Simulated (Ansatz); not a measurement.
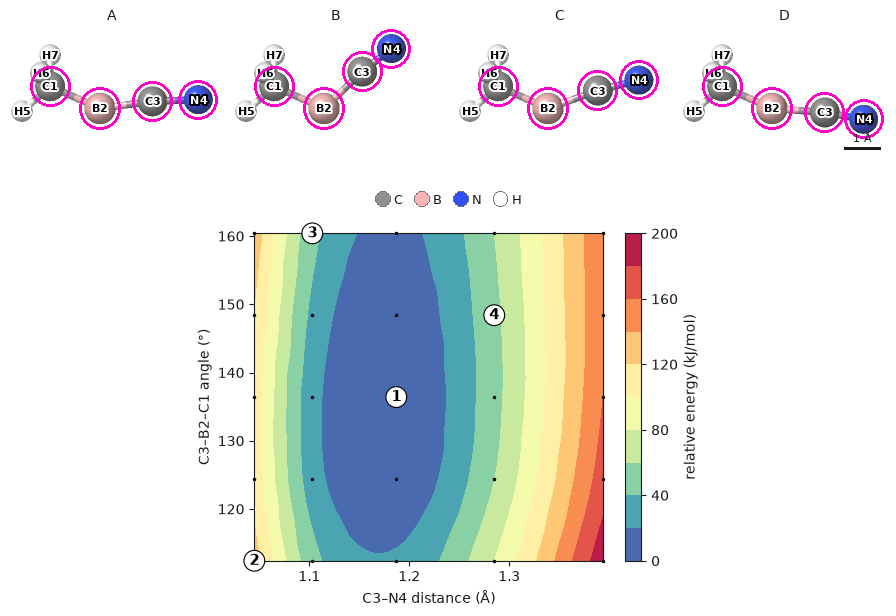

C₂H₃BN (multiplicity 2): the C3–N4 distance and the C3–B2–C1 angle are varied on a grid, with the rest of the molecule carried along rigidly. The map is interpolated between the computed points (dots). The frames are shuffled; each belongs to one numbered point. Style: ball-and-stick. Shown onto the plane of the angle. The ringed atoms are those of the scanned coordinates.

Single-point energies from Ansatz with CCSD(T) in the def2-TZVPP basis, on geometries moved rigidly from the minimum at PBE0-D4/def2-TZVP. Coupled cluster with a frozen core. Energies are counted from the PBE0-D4/def2-TZVP minimum geometry at the same level.

### Which frame belongs to which numbered point?

Point 1 is frame C, at (1.187, 136.4) and 1.1 kJ/mol; 2 is frame B, at (1.045, 112.4) and 128.3 kJ/mol; 3 is frame D, at (1.103, 160.4) and 46.5 kJ/mol; 4 is frame A, at (1.285, 148.4) and 54.9 kJ/mol. In pairs of (C3–N4 distance (Å); C3–B2–C1 angle (°)): the lowest computed point lies at (1.187, 136.4) (1.1 kJ/mol), the highest at (1.394, 112.4) (193.3 kJ/mol).  Over the ranges scanned the energy rises more along the first axis, the C3–N4 distance. ⟨S²⟩ varies from 0.76 to 1.85, a sign that the unrestricted solution changes its character. The T1 diagnostic reaches 0.082, so the single-reference result is less sure there.
